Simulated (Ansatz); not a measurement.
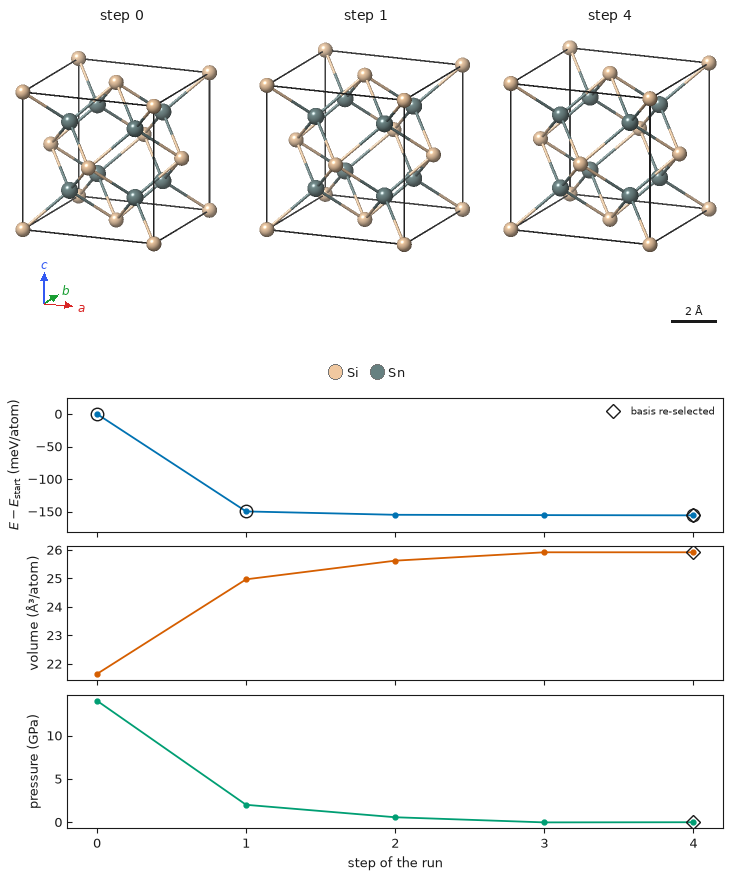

Frames of a relaxation of solid SiSn$_{2}$ (built on the fluorite_225 type) (coarse preliminary run), marked on the history of the run. A ball-and-stick model of the conventional cell (4 times the calculation's cell), seen slightly off an axis. Lengths and directions refer to the drawn axes.

Case: fluorite type (Fm-3m, No. 225).

Level of theory: DFT r2SCAN, scalar-relativistic, plane waves, PAW in Ansatz.

Input file:
```yaml
crystal:
  lattice:
    - [0.0, 3.1901399512, 3.1901399512]
    - [3.1901399512, 0.0, 3.1901399512]
    - [3.1901399512, 3.1901399512, 0.0]
  atoms:
    - { symbol: Si, position: [0.0, 0.0, 0.0] }
    - { symbol: Sn, position: [0.25, 0.25, 0.25] }
    - { symbol: Sn, position: [0.75, 0.75, 0.75] }
basis:
  ecutwfc: 500
kpoints:
  mp_grid: { grid: [6, 6, 6] }
hamiltonian:
  xc: r2scan
scf:
  occupations: { method: gaussian, width: 0.1 }
  lower_state_search: "off"
output:
  forces: true
  stress: true
  eigenvalues: true
relax:
  adjacent_minimum: "off"
  f_tol: 0.04
  max_steps: 70
  cell: { stress_tol: 0.4 }
```

Run as
```bash
ansatz run input.yaml --threads 1 --pin off --max-ram 2560MiB --backend cpu --events-out ev --progress --plain --runs-dir out
```

What happens along the run?

The energy falls by 156 meV per atom in 3 accepted moves (4 points after the start). All forces vanish by symmetry, so only the cell relaxes. The pressure goes from 14.03 to −0.01 GPa. At 1 point the geometry stayed and the basis and grid were re-selected for the new cell (energy shift of 0.4 meV per atom at most each time). No atom moves by more than 0.005 Å relative to the cell. The volume changes by +19.7 %, with a = b = c 6.380 → 6.775 Å (+6.2 %). Some distances before and after: Si1–Sn2 2.763 → 2.934 Å. The space group stays Fm-3m (No. 225). From step 0 to 1: volume +15.3 %, energy −150 meV per atom. From step 1 to 4: volume +3.8 %, energy −6.0 meV per atom.

| step | E − E(0), meV/atom | pressure, GPa | volume, Å³/atom | note |
| --- | --- | --- | --- | --- |
| 0 | 0.00 | 14.03 | 21.644 |  |
| 1 | -149.73 | 2.01 | 24.966 |  |
| 2 | -154.90 | 0.57 | 25.622 |  |
| 3 | -155.39 | -0.03 | 25.916 |  |
| 4 | -155.76 | -0.01 | 25.916 | same geometry, new basis |
